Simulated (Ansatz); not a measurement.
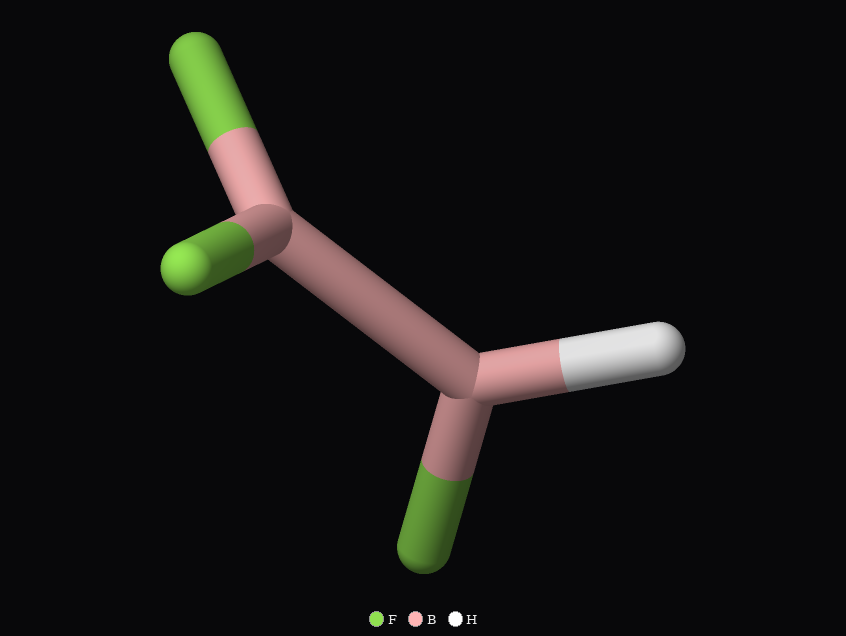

The structure as it stands in the input.

The calculation was set up as follows.

```yaml
crystal:
  periodic: [false, false, false]
  atoms:
    - {symbol: F, position_ang: [0.018769, 0.817258, 1.701293]}
    - {symbol: B, position_ang: [-0.331009, -0.076595, 0.792319]}
    - {symbol: B, position_ang: [0.317237, 0.023839, -0.796503]}
    - {symbol: F, position_ang: [1.427807, -0.605268, -1.136890]}
    - {symbol: F, position_ang: [-0.288001, 0.702861, -1.754418]}
    - {symbol: H, position_ang: [-1.102804, -0.926294, 1.147998]}
basis:
  gaussian: {orbitals: 6-31G, final_grid: {core_spheres: 20, valence_spheres: 16, degree: 47}}
hamiltonian: {xc: {name: revPBE0}, dispersion: d3bj}
output: {forces: true}
```

Command:

```sh
ansatz run in.yaml --threads 2 --pin off --events-out ev --progress --plain --max-ram 4352MiB
```

Result:

```
Functional definition: revPBE0
  name "revPBE0"
  cite "Zhang & Yang, Phys. Rev. Lett. 80, 890 (1998) doi:10.1103/PhysRevLett.80.890"
  cite "Adamo & Barone, J. Chem. Phys. 110, 6158 (1999) doi:10.1063/1.478522"
  cite "Perdew, Burke & Ernzerhof, Phys. Rev. Lett. 77, 3865 (1996) doi:10.1103/PhysRevLett.77.3865"
  parameter a = 0.25
  parameter kappa = 1.245
  parameter beta = 0.06672455060314922
  exchange = (1 - a)*pbe_x(kappa = kappa, mu = beta*pi^2/3) + a*exact_x
  correlation = pbe_c(beta = beta)
509 factors; integrals over basis functions are off by at most 2.2e-4 eV
mean field evaluation 1: about -9513.9496 eV, gradient 3.7e1 eV
mean field evaluation 2: about -9511.5162 eV, gradient 5.5e1 eV
mean field evaluation 4: about -9516.0544 eV, gradient 1.8e0 eV
mean field evaluation 8: about -9516.1609 eV, gradient 8.5e-2 eV
mean field evaluation 16: about -9516.1609 eV, gradient 2.4e-6 eV
mean field -9516.16092962 eV, -349.7124638782 hartree, gradient 2.6e-6 eV, S^2 0.000000; 0 other end points of the search recorded, 0 dependent functions left out
the calculation of the forces begins
reference -9516.16094776 eV, -349.7124645447 hartree; 19, 19 occupied and 28, 28 virtual orbitals, 509 factors
Total energy: -9516.31584017 eV, -349.7181567358 hartree
Atom 0 at     0.018769     0.817258     1.701293 Å, force     0.567300     1.474880     1.527450 eV/Å
Atom 1 at    -0.331009    -0.076595     0.792319 Å, force    -0.509834    -1.462121    -1.660087 eV/Å
Atom 2 at     0.317237     0.023839    -0.796503 Å, force    -0.895759    -0.118192     2.239669 eV/Å
Atom 3 at     1.427807    -0.605268    -1.136890 Å, force     1.768164    -1.017571    -0.521171 eV/Å
Atom 4 at    -0.288001     0.702861    -1.754418 Å, force    -0.986711     1.082627    -1.512794 eV/Å
Atom 5 at    -1.102804    -0.926294     1.147998 Å, force     0.056839     0.040375    -0.073068 eV/Å
Dipole moment:    -0.135188    -0.125365     0.111745 e Å
```

The calculation finished and met its thresholds.
